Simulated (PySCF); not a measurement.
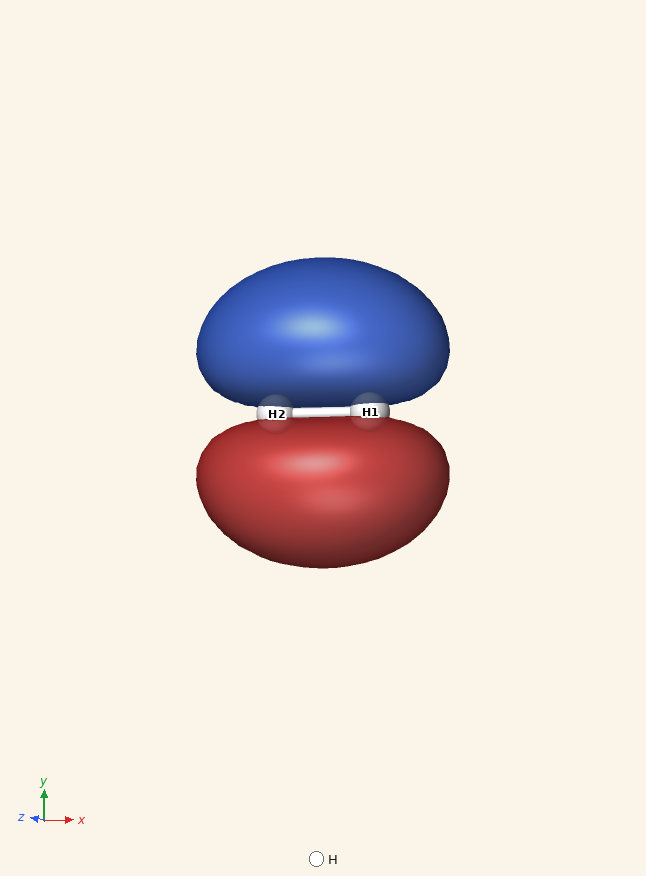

*H2, SMILES `[H][H]`. Change of the electron density in a uniform field of 0.10 V/Å, surfaces at ±0.0004 e/Å³ (blue: gain, red: loss).*

PySCF calculation, PBE/def2-SVPD, gas phase; geometry: GFN2-xTB. No frequency check shows the geometry to be a minimum.

Coordinates in Å:

```
H1       0.3883    0.0000    0.0000
H2      -0.3883    0.0000    0.0000
```

The field was applied in both directions; the picture shows the one opposite to the script's first.

Along which Cartesian direction does the field point?

Answer. Along −y: electrons gather on the +y side, against the field.

How large is the response?

Answer. The induced dipole is 0.02 D (along the field); α along this axis, from the fields in both directions, is 5 bohr³ (0.7 Å³).
